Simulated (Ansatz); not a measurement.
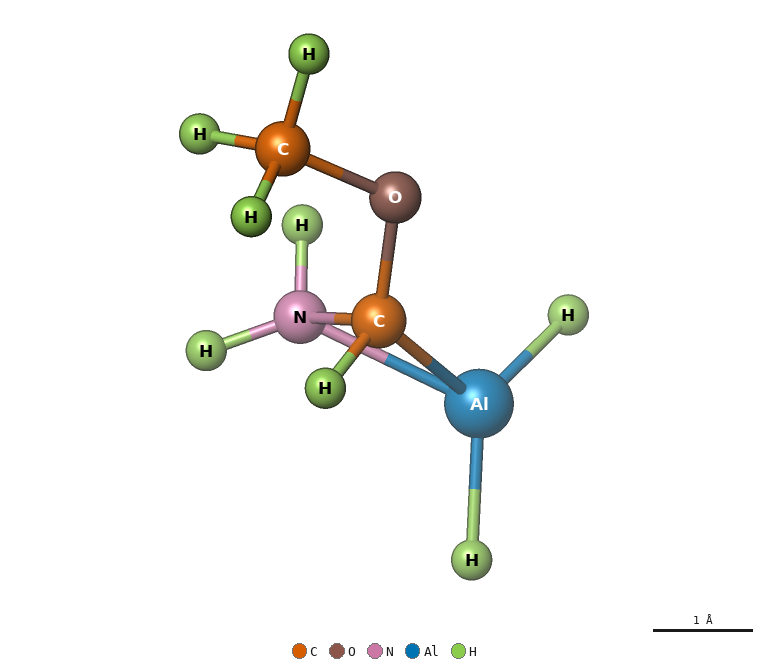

Depth is shown by fading: the farther an atom, the more it takes the colour of the background. The computed structure is the end point of a PBE0-D4/def2-TZVP optimisation. No frequency run is at hand to confirm it as a minimum. Masses are those of the most abundant isotopes; constants are for the rigid equilibrium geometry.

**Classify the rotor and give the rotational constants (cm⁻¹).**

An asymmetric top (C1): A = 0.348, B = 0.0730, C = 0.0662 cm⁻¹. Ray's parameter κ is −0.95, close to the prolate limit.
